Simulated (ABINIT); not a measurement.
# Quasiparticle gap of LiCaH3 (R-3c) in ABINIT, part 2 of 3

How does a plane-wave GW calculation on LiCaH3 (R-3c) run from the first input to the gap?

ABINIT 10.8.3; LDA and many-body steps on it, plane waves. Known limits of the many-body steps: not at the basis limit; coarse k mesh.

So far. Step 2 (Ground state): The gap is indirect, with the least direct gap 0.04 eV higher.

**3. Bands along the symmetry lines**

Level of this step: DFT, LDA, plane waves, norm-conserving pseudopotentials (ABINIT).

Levels along a band path, at the cheap level, show where the edges lie and whether the meshes to come will hold them.

Contents of run.abi:

```
acell 3*1.0 Angstrom
rprim 
  2.605565885003 1.504324165098 4.142435874900
  -2.605565885003 1.504324165098 4.142435874900
  -0.000000000000 -3.008648330196 4.142435874900
ntypat 3
znucl 3 20 1
natom 10
typat 1 1 2 2 3 3 3 3 3 3
xred 
  0.000000000000 0.000000000000 0.000000000000
  0.500000000000 0.500000000000 0.500000000000
  0.250000000000 0.250000000000 0.250000000000
  0.750000000000 0.750000000000 0.750000000000
  0.698431000000 0.801569000000 0.250000000000
  0.250000000000 0.698431000000 0.801569000000
  0.801569000000 0.250000000000 0.698431000000
  0.750000000000 0.301569000000 0.198431000000
  0.198431000000 0.750000000000 0.301569000000
  0.301569000000 0.198431000000 0.750000000000
pp_dirpath "pseudos"
pseudos "Li.upf, Ca.upf, H.upf"
ecut 33
iscf -2
irdden 1
kptopt 0
nkpt 31
kpt 
  0.00000000 0.00000000 0.00000000
  0.12500000 0.12500000 0.12500000
  0.25000000 0.25000000 0.25000000
  0.37500000 0.37500000 0.37500000
  0.50000000 0.50000000 0.50000000
  0.56135372 0.43864628 0.50000000
  0.62270744 0.37729256 0.50000000
  0.68406116 0.31593884 0.50000000
  0.74541488 0.25458512 0.50000000
  0.50000000 -0.25458512 0.25458512
  0.50000000 -0.19093884 0.19093884
  0.50000000 -0.12729256 0.12729256
  0.50000000 -0.06364628 0.06364628
  0.50000000 0.00000000 0.00000000
  0.37500000 0.00000000 0.00000000
  0.25000000 0.00000000 0.00000000
  0.12500000 0.00000000 0.00000000
  0.00000000 0.00000000 0.00000000
  0.09432314 -0.09432314 0.00000000
  0.18864628 -0.18864628 0.00000000
  0.28296942 -0.28296942 0.00000000
  0.37729256 -0.37729256 -0.00000000
  0.62270744 0.00000000 0.37729256
  0.59203058 0.00000000 0.40796942
  0.56135372 0.00000000 0.43864628
  0.53067686 0.00000000 0.46932314
  0.50000000 0.00000000 0.50000000
  0.37500000 0.00000000 0.37500000
  0.25000000 0.00000000 0.25000000
  0.12500000 0.00000000 0.12500000
  0.00000000 0.00000000 0.00000000
istwfk *1
nband 23
nbdbuf 2
tolwfr 1e-08
nstep 40
prtwf 0
prtvol 0
indata_prefix "in"
outdata_prefix "out"
tmpdata_prefix "tmp"
```

Launch:

```bash
> OMP_NUM_THREADS=1 mpirun -n 4 abinit run.abi > log
```

Numbers of over 12 decimals in the logs are rounded to 6 here.

The program printed:

```text
.Version 10.8.3 of ABINIT. v10.8.2 released Aug 2026.

 Symmetries : space group R-3 c (#167); Bravais hR (rhombohedral)
[... echo of the input left out ...]
== DATASET  1 ==================================================================
-   mpi_nproc: 4, omp_nthreads: 1 (-1 if OMP is not activated)

--- !DatasetInfo
iteration_state: {dtset: 1, }
dimensions: {natom: 10, nkpt: 31, mband: 23, nsppol: 1, nspinor: 1, nspden: 1, mpw: 5977, }
cutoff_energies: {ecut:  33.0, pawecutdg:  -1.0, }
electrons: {nelect:   3.20000000E+01, charge:   0.00000000E+00, occopt:   1.00000000E+00, tsmear:   1.00000000E-02, }

 Real(R)+Recip(G) space primitive vectors, cartesian coordinates (Bohr,Bohr^-1):
 R(1)=  4.9238059  2.8427607  7.8280693  G(1)=  0.1015475  0.0586285  0.0425818
 R(2)= -4.9238059  2.8427607  7.8280693  G(2)= -0.1015475  0.0586285  0.0425818
 R(3)=  0.0000000 -5.6855214  7.8280693  G(3)=  0.0000000 -0.1172569  0.0425818
 Unit cell volume ucvol=  6.5742640E+02 bohr^3
 Angles (23,13,12)=  6.11845567E+01  6.11845567E+01  6.11845567E+01 degrees

 getcut: wavevector=  0.0000  0.0000  0.0000  ngfft=  54  54  54
         ecut(hartree)=     33.000   => boxcut(ratio)=   2.15837

--- Pseudopotential description ------------------------------------------------
- Li Generated using ONCVPSP code by D. R. Hamann
-  3.00000   3.00000  180309                  znucl, zion, pspdat
12 -1012 1 -1 1944                            pspcod,pspxc,lmax,lloc,mmax
     nproj     2     2     0
  pspatm : epsatm=    2.61415252
         --- l  ekb(1:nproj) -->
             0   -4.854561   -1.448487
             1   -2.179236   -0.444438
 pspatm: atomic psp has been read  and splines computed

- Ca Generated using ONCVPSP code by D. R. Hamann
- 20.00000  10.00000  180309                  znucl, zion, pspdat
12 -1012 2 -1 1724                            pspcod,pspxc,lmax,lloc,mmax
     nproj     2     2     2
  pspatm : epsatm=   12.51424511
         --- l  ekb(1:nproj) -->
             0   10.026170    0.975458
[...]
pspatm: atomic psp has been read  and splines computed

- H Generated using ONCVPSP code by D. R. Hamann
-  1.00000   1.00000  180309                  znucl, zion, pspdat
12 -1012 1 -1 1180                            pspcod,pspxc,lmax,lloc,mmax
     nproj     2     1     0
  pspatm : epsatm=    0.35439867
         --- l  ekb(1:nproj) -->
[...]
1   -0.275071
 pspatm: atomic psp has been read  and splines computed

--------------------------------------------------------------------------------

================================================================================
 prteigrs : about to open file out_EIG
 Non-SCF case, kpt    1 (  0.00000  0.00000  0.00000), residuals and eigenvalues=
  2.63E-09  2.68E-09  5.27E-09  6.38E-09  5.08E-09  1.97E-09  8.95E-09  4.00E-09
[...]
--- !ResultsGS
iteration_state: {dtset: 1, }
comment   : Summary of ground state results
lattice_vectors:
- [  4.9238059,   2.8427607,   7.8280693, ]
- [ -4.9238059,   2.8427607,   7.8280693, ]
- [ -0.0000000,  -5.6855214,   7.8280693, ]
lattice_lengths: [   9.67491,    9.67491,    9.67491, ]
lattice_angles: [ 61.185,  61.185,  61.185, ] # degrees, (23, 13, 12)
lattice_volume:   6.5742640E+02
convergence: {deltae:  0.000E+00, res2:  0.000E+00, residm:  9.991E-09, diffor:  0.000E+00, }
etotal    :  -9.52309864E+01
entropy   :   0.00000000E+00
fermie    :   1.10810301E-01
cartesian_stress_tensor: null
pressure_GPa: null
xred      :
- [  0.0000E+00,   0.0000E+00,   0.0000E+00, Li]
- [  5.0000E-01,   5.0000E-01,   5.0000E-01, Li]
- [  2.5000E-01,   2.5000E-01,   2.5000E-01, Ca]
- [  7.5000E-01,   7.5000E-01,   7.5000E-01, Ca]
- [  6.9843E-01,   8.0157E-01,   2.5000E-01,  H]
- [  2.5000E-01,   6.9843E-01,   8.0157E-01,  H]
- [  8.0157E-01,   2.5000E-01,   6.9843E-01,  H]
- [  7.5000E-01,   3.0157E-01,   1.9843E-01,  H]
- [  1.9843E-01,   7.5000E-01,   3.0157E-01,  H]
- [  3.0157E-01,   1.9843E-01,   7.5000E-01,  H]
cartesian_forces: null
force_length_stats: {min: null, max: null, mean: null, }

 Integrated electronic density in atomic spheres:
 ------------------------------------------------
 Atom  Sphere_radius  Integrated_density
[...]
================================================================================

 ----iterations are completed or convergence reached----

 Mean square residual over all n,k,spin=   56.197E-10; max=  99.912E-10
 reduced coordinates (array xred) for   10 atoms
[...]
0.198431000000      0.750000000000      0.301569000000
       0.301569000000      0.198431000000      0.750000000000

 cartesian coordinates (angstrom) at end:
    1      0.000000     0.000000     0.000000
    2      0.000000     0.000000     6.213654
    3      0.000000     0.000000     3.106827
[...]
9     -1.437149     0.519433     5.178045
   10      0.268733    -1.504324     5.178045
 length scales=  1.889726125908  1.889726125908  1.889726125908 bohr
              =  1.000000000000  1.000000000000  1.000000000000 angstroms
 prteigrs : about to open file out_EIG
 Eigenvalues (hartree) for nkpt=  31  k points:
 kpt#   1, nband= 23, wtk=  1.00000, kpt=  0.0000  0.0000  0.0000 (reduced coord)
[...]
kpt#   2, nband= 23, wtk=  1.00000, kpt=  0.1250  0.1250  0.1250 (reduced coord)
[...]
kpt#   3, nband= 23, wtk=  1.00000, kpt=  0.2500  0.2500  0.2500 (reduced coord)
[...]
kpt#  30, nband= 23, wtk=  1.00000, kpt=  0.1250  0.0000  0.1250 (reduced coord)
[...]
0.24484    0.26481    0.28091    0.28177    0.28389    0.30395    0.31663
 kpt#  31, nband= 23, wtk=  1.00000, kpt=  0.0000  0.0000  0.0000 (reduced coord)
  -1.47658   -1.47640   -1.34685   -1.34546   -0.66008   -0.66002   -0.66002   -0.65573
  -0.65525   -0.65525   -0.11952    0.00100    0.00100    0.01010    0.07951    0.07951
   0.26403    0.26403    0.29574    0.30507    0.30507    0.31520    0.31709

== END DATASET(S) ==============================================================
================================================================================

 -outvars: echo values of variables after computation  --------
            nband          23
             nkpt          31
          spgroup         167
 [... the other variables as echoed above ...]

 Calculation completed.
```

Elapsed: 60 s, on 4 MPI ranks of Arm Neoverse N1, shared host; peak memory 0.37 GiB.

This step gave:

* gap: 2.201 eV
* k of the valence top: 0.5, 0, 0.5
* k of the conduction bottom: 0.375, 0, 0.375
* least direct gap: 2.318 eV

The gap is 2.201 eV, −0.078 eV from the run before at this level.

The electronic bands at the labelled points (eV, zero at the top of the highest filled band):

| point | band 13 | band 14 | band 15 | band 16 | band 17 | band 18 | band 19 | band 20 |
| --- | --- | --- | --- | --- | --- | --- | --- | --- |
| Γ | -2.99 | -2.74 | -0.85 | -0.85 | 4.17 | 4.17 | 5.03 | 5.29 |
| T | -1.92 | -1.92 | -1.92 | -1.92 | 3.10 | 3.10 | 3.85 | 3.85 |
| H2 | -3.51 | -3.51 | -1.13 | -1.13 | 2.69 | 2.69 | 3.80 | 3.80 |
| jump to H0 | -3.51 | -3.51 | -1.13 | -1.13 | 2.69 | 2.69 | 3.80 | 3.80 |
| L | -1.96 | -1.96 | -1.72 | -1.72 | 3.02 | 3.02 | 3.69 | 3.69 |
| Γ | -2.99 | -2.74 | -0.85 | -0.85 | 4.17 | 4.17 | 5.03 | 5.29 |
| S0 | -3.81 | -2.41 | -2.06 | -0.54 | 2.44 | 2.90 | 3.61 | 4.14 |
| jump to S2 | -3.81 | -2.41 | -2.06 | -0.54 | 2.44 | 2.90 | 3.61 | 4.14 |
| F | -2.86 | -2.80 | -2.60 | 0.00 | 2.32 | 2.76 | 3.41 | 3.50 |
| Γ | -2.99 | -2.74 | -0.85 | -0.85 | 4.17 | 4.17 | 5.03 | 5.29 |

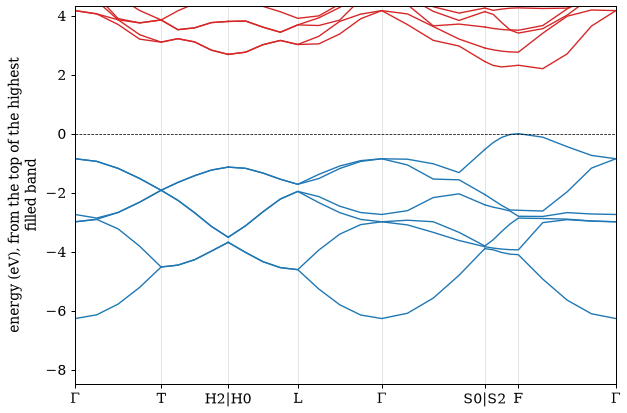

Electronic bands along the path; lines of filled and empty bands in two colours.

**4. Empty states on the mesh, 2×2×2 mesh, 88 bands**

The sums over transitions need many empty states on a uniform mesh; this step solves for them.

Contents of run.abi:

```
acell 3*1.0 Angstrom
rprim 
  2.605565885003 1.504324165098 4.142435874900
  -2.605565885003 1.504324165098 4.142435874900
  -0.000000000000 -3.008648330196 4.142435874900
ntypat 3
znucl 3 20 1
natom 10
typat 1 1 2 2 3 3 3 3 3 3
xred 
  0.000000000000 0.000000000000 0.000000000000
  0.500000000000 0.500000000000 0.500000000000
  0.250000000000 0.250000000000 0.250000000000
  0.750000000000 0.750000000000 0.750000000000
  0.698431000000 0.801569000000 0.250000000000
  0.250000000000 0.698431000000 0.801569000000
  0.801569000000 0.250000000000 0.698431000000
  0.750000000000 0.301569000000 0.198431000000
  0.198431000000 0.750000000000 0.301569000000
  0.301569000000 0.198431000000 0.750000000000
pp_dirpath "pseudos"
pseudos "Li.upf, Ca.upf, H.upf"
ecut 33
ngkpt 2 2 2
nshiftk 1
shiftk 0 0 0
kptopt 1
chksymbreak 0
iscf -2
irdden 1
istwfk *1
nband 88
nbdbuf 8
tolwfr 1e-09
nstep 60
prtvol 0
indata_prefix "in"
outdata_prefix "out"
tmpdata_prefix "tmp"
```

The program printed:

```text
.Version 10.8.3 of ABINIT. v10.8.2 released Aug 2026.

 Symmetries : space group R-3 c (#167); Bravais hR (rhombohedral)
[... echo of the input left out ...]
== DATASET  1 ==================================================================
-   mpi_nproc: 4, omp_nthreads: 1 (-1 if OMP is not activated)

--- !DatasetInfo
iteration_state: {dtset: 1, }
dimensions: {natom: 10, nkpt: 4, mband: 88, nsppol: 1, nspinor: 1, nspden: 1, mpw: 5964, }
cutoff_energies: {ecut:  33.0, pawecutdg:  -1.0, }
electrons: {nelect:   3.20000000E+01, charge:   0.00000000E+00, occopt:   1.00000000E+00, tsmear:   1.00000000E-02, }

 Real(R)+Recip(G) space primitive vectors, cartesian coordinates (Bohr,Bohr^-1):
 R(1)=  4.9238059  2.8427607  7.8280693  G(1)=  0.1015475  0.0586285  0.0425818
 R(2)= -4.9238059  2.8427607  7.8280693  G(2)= -0.1015475  0.0586285  0.0425818
 R(3)=  0.0000000 -5.6855214  7.8280693  G(3)=  0.0000000 -0.1172569  0.0425818
 Unit cell volume ucvol=  6.5742640E+02 bohr^3
 Angles (23,13,12)=  6.11845567E+01  6.11845567E+01  6.11845567E+01 degrees

 getcut: wavevector=  0.0000  0.0000  0.0000  ngfft=  54  54  54
         ecut(hartree)=     33.000   => boxcut(ratio)=   2.15837

--- Pseudopotential description ------------------------------------------------
- Li Generated using ONCVPSP code by D. R. Hamann
-  3.00000   3.00000  180309                  znucl, zion, pspdat
12 -1012 1 -1 1944                            pspcod,pspxc,lmax,lloc,mmax
     nproj     2     2     0
  pspatm : epsatm=    2.61415252
         --- l  ekb(1:nproj) -->
             0   -4.854561   -1.448487
             1   -2.179236   -0.444438
 pspatm: atomic psp has been read  and splines computed

- Ca Generated using ONCVPSP code by D. R. Hamann
- 20.00000  10.00000  180309                  znucl, zion, pspdat
12 -1012 2 -1 1724                            pspcod,pspxc,lmax,lloc,mmax
     nproj     2     2     2
  pspatm : epsatm=   12.51424511
         --- l  ekb(1:nproj) -->
             0   10.026170    0.975458
[...]
pspatm: atomic psp has been read  and splines computed

- H Generated using ONCVPSP code by D. R. Hamann
-  1.00000   1.00000  180309                  znucl, zion, pspdat
12 -1012 1 -1 1180                            pspcod,pspxc,lmax,lloc,mmax
     nproj     2     1     0
  pspatm : epsatm=    0.35439867
         --- l  ekb(1:nproj) -->
[...]
1   -0.275071
 pspatm: atomic psp has been read  and splines computed

--------------------------------------------------------------------------------

================================================================================
 prteigrs : about to open file out_EIG
 Non-SCF case, kpt    1 (  0.00000  0.00000  0.00000), residuals and eigenvalues=
  2.37E-10  2.71E-10  3.84E-10  3.48E-10  3.28E-10  3.89E-10  4.66E-10  3.40E-10
[...]
-1.4766E+00 -1.4764E+00 -1.3469E+00 -1.3455E+00 -6.6008E-01 -6.6002E-01
 -6.6002E-01 -6.5573E-01 -6.5525E-01 -6.5525E-01 -1.1952E-01  1.0010E-03
  1.0010E-03  1.0100E-02  7.9505E-02  7.9505E-02  2.6403E-01  2.6403E-01
[...]
1.2571E+00  1.2750E+00  1.2844E+00  1.2844E+00  1.2856E+00  1.4225E+00
  1.4276E+00  1.4276E+00  1.4698E+00  1.5519E+00  1.5519E+00  1.5567E+00
  1.6018E+00  1.6073E+00  1.6108E+00  1.6192E+00
 prteigrs : prtvol=0 or 1, do not print more k-points.

--- !ResultsGS
iteration_state: {dtset: 1, }
comment   : Summary of ground state results
lattice_vectors:
- [  4.9238059,   2.8427607,   7.8280693, ]
- [ -4.9238059,   2.8427607,   7.8280693, ]
- [ -0.0000000,  -5.6855214,   7.8280693, ]
lattice_lengths: [   9.67491,    9.67491,    9.67491, ]
lattice_angles: [ 61.185,  61.185,  61.185, ] # degrees, (23, 13, 12)
lattice_volume:   6.5742640E+02
convergence: {deltae:  0.000E+00, res2:  0.000E+00, residm:  9.846E-10, diffor:  0.000E+00, }
etotal    :  -9.52309864E+01
entropy   :   0.00000000E+00
fermie    :   1.10810301E-01
cartesian_stress_tensor: null
pressure_GPa: null
xred      :
- [  0.0000E+00,   0.0000E+00,   0.0000E+00, Li]
- [  5.0000E-01,   5.0000E-01,   5.0000E-01, Li]
- [  2.5000E-01,   2.5000E-01,   2.5000E-01, Ca]
- [  7.5000E-01,   7.5000E-01,   7.5000E-01, Ca]
- [  6.9843E-01,   8.0157E-01,   2.5000E-01,  H]
- [  2.5000E-01,   6.9843E-01,   8.0157E-01,  H]
- [  8.0157E-01,   2.5000E-01,   6.9843E-01,  H]
- [  7.5000E-01,   3.0157E-01,   1.9843E-01,  H]
- [  1.9843E-01,   7.5000E-01,   3.0157E-01,  H]
- [  3.0157E-01,   1.9843E-01,   7.5000E-01,  H]
cartesian_forces: null
force_length_stats: {min: null, max: null, mean: null, }

 Integrated electronic density in atomic spheres:
 ------------------------------------------------
 Atom  Sphere_radius  Integrated_density
[...]
================================================================================

 ----iterations are completed or convergence reached----

 Mean square residual over all n,k,spin=   32.749E-11; max=  98.458E-11
 reduced coordinates (array xred) for   10 atoms
[...]
0.198431000000      0.750000000000      0.301569000000
       0.301569000000      0.198431000000      0.750000000000

 cartesian coordinates (angstrom) at end:
    1      0.000000     0.000000     0.000000
    2      0.000000     0.000000     6.213654
[...]
9     -1.437149     0.519433     5.178045
   10      0.268733    -1.504324     5.178045
 length scales=  1.889726125908  1.889726125908  1.889726125908 bohr
              =  1.000000000000  1.000000000000  1.000000000000 angstroms
 prteigrs : about to open file out_EIG
 Eigenvalues (hartree) for nkpt=   4  k points:
 kpt#   1, nband= 88, wtk=  0.12500, kpt=  0.0000  0.0000  0.0000 (reduced coord)
[...]
1.25709    1.27504    1.28437    1.28437    1.28563    1.42247    1.42757    1.42757
   1.46980    1.55186    1.55187    1.55666    1.60180    1.60733    1.61079    1.61920
 prteigrs : prtvol=0 or 1, do not print more k-points.

== END DATASET(S) ==============================================================
================================================================================

 -outvars: echo values of variables after computation  --------
            nband          88
             nkpt           4
          spgroup         167
 [... the other variables as echoed above ...]

 Calculation completed.
```

Elapsed: 32 s, on 4 MPI ranks; peak memory 0.36 GiB; 2.1 min of CPU time.

This step gave:

| Item | Value |
| --- | --- |
| gap | 2.318 eV |
| k of the valence top | 0.5, 0.5, 0 |
| k of the conduction bottom | 0.5, 0.5, 0 |
| least direct gap | 2.318 eV |
| k points computed | 4 |
| lowest point of the top converged band, above the valence top | 35.83 eV |

On this mesh the gap is 2.318 eV. The earlier step found 2.278 eV, so this mesh misses an edge.

**5. Screening, 2×2×2 mesh, 80 bands, screening to 106.1 eV**

The RPA dielectric matrix is built and inverted for each q.

This step: RPA screening on LDA, plane waves, norm-conserving pseudopotentials.

Changes to run.abi since step 4:

```diff
@@ -28,10 +28,11 @@
 chksymbreak 0
-iscf -2
-irdden 1
 istwfk *1
-nband 88
-nbdbuf 8
-tolwfr 1e-09
-nstep 60
-prtvol 0
+occopt 1
+irdwfk 1
+optdriver 3
+nband 80
+ecuteps 3.9
+inclvkb 2
+awtr 1
+symchi 1
 indata_prefix "in"
```

The program printed:

```text
.Version 10.8.3 of ABINIT. v10.8.2 released Aug 2026.

 Symmetries : space group R-3 c (#167); Bravais hR (rhombohedral)
[... echo of the input left out ...]
== DATASET  1 ==================================================================
-   mpi_nproc: 4, omp_nthreads: 1 (-1 if OMP is not activated)

--- !DatasetInfo
iteration_state: {dtset: 1, }
dimensions: {natom: 10, nkpt: 4, mband: 80, nsppol: 1, nspinor: 1, nspden: 1, mpw: 5964, }
cutoff_energies: {ecut:  33.0, pawecutdg:  -1.0, }
electrons: {nelect:   3.20000000E+01, charge:   0.00000000E+00, occopt:   1.00000000E+00, tsmear:   1.00000000E-02, }

 SCREENING: Calculation of the susceptibility and dielectric matrices

 Based on a program developped by R.W. Godby, V. Olevano, G. Onida, and L. Reining.
 Incorporated in ABINIT by V. Olevano, G.-M. Rignanese, and M. Torrent.
.Using double precision arithmetic ; gwpc =  8

[... cell and pseudopotentials left out ...]
--------------------------------------------------------------------------------

 ==== K-mesh for the wavefunctions ====
 Number of points in the irreducible wedge :     4
[... list of points left out ...]
 Together with 12 symmetry operations and time-reversal symmetry
 yields     8 points in the full Brillouin Zone.

 ==== Q-mesh for the screening function ====
 Number of points in the irreducible wedge :     4
[... list of points left out ...]
 Together with 12 symmetry operations and time-reversal symmetry
 yields     8 points in the full Brillouin Zone.

 setmesh: FFT mesh size selected  =    36x   36x   36
          total number of points  =        46656

 vcoul_init : cutoff-mode = AUXILIARY_FUNCTION
 q-points for optical limit:   1
     1)      0.000010    0.000020    0.000030

- screening: taking advantage of time-reversal symmetry
- Maximum band index for partially occupied states nbvw = 16
- Remaining bands to be divided among processors   nbcw = 64
- Number of bands treated by each node ~16

 Number of electrons calculated from density =   32.0000; Expected =   32.0000
 average of density, n =  0.048675
 r_s =    1.6990
 omega_plasma =   21.2817 [eV]

 calculating chi0 at frequencies [eV] :
  1    0.000000E+00    0.000000E+00
  2    0.000000E+00    2.128173E+01

--------------------------------------------------------------------------------
  q-point number  1        q = ( 0.000000, 0.000000, 0.000000) [r.l.u.]
--------------------------------------------------------------------------------
[... chi0 elements left out ...]
 For q-point:  0.000010 0.000020 0.000030
  dielectric constant =   5.9462
  dielectric constant without local fields =   6.5774

  Average fulfillment of the sum rule on Im[epsilon] for q-point    1 :     56.31  [%]
[... wings left out ...]
  q-point number  2        q = ( 0.500000, 0.000000, 0.000000) [r.l.u.]
--------------------------------------------------------------------------------
[... chi0 elements left out ...]
  Average fulfillment of the sum rule on Im[epsilon] for q-point    2 :     63.01  [%]

 [... 2 further q-points ...]
```

The job ended after 17 s (4 MPI ranks; peak memory 0.87 GiB).

Numbers from this step:

```
ε∞ with local fields, on this mesh, along the program's q direction : 5.946
the same without local fields                                       : 6.577
plasma frequency                                                    : 21.28 eV
plane waves in the screening matrix                                 : 259
```

Local fields lower ε∞ by 10 %. On a Γ-centred mesh this coarse the value itself is usually too large, while a short band sum pulls it down.

(Part 2 of 3 ends here.)

[Paths, hosts, dates, memory and timing lines, banners, echoed tables and standing remarks are left out of the program output.]

[Logs are printed without paths, hosts, clocks, repeated set-up lines and the standing remarks that a program may print on its own settings, such as how far it seeks lower states.]

[Runs of the session that timed out or met a known fault of the program may be left out.]

[Hosts, paths, dates, database ids (printed as entryN), source tags and the programs' standing remarks are cut or masked in the printed files.]

[G0W0 gaps are taken among the corrected bands and points alone; a level outside them can change the order at an edge.]

[Where Ansatz stands beside ABINIT at settings called matched, ABINIT's density can come from a denser mesh and the files from another edition; pairs whose starting gaps differed by over 0.03 eV were left out, so agreement reads better than it is.]
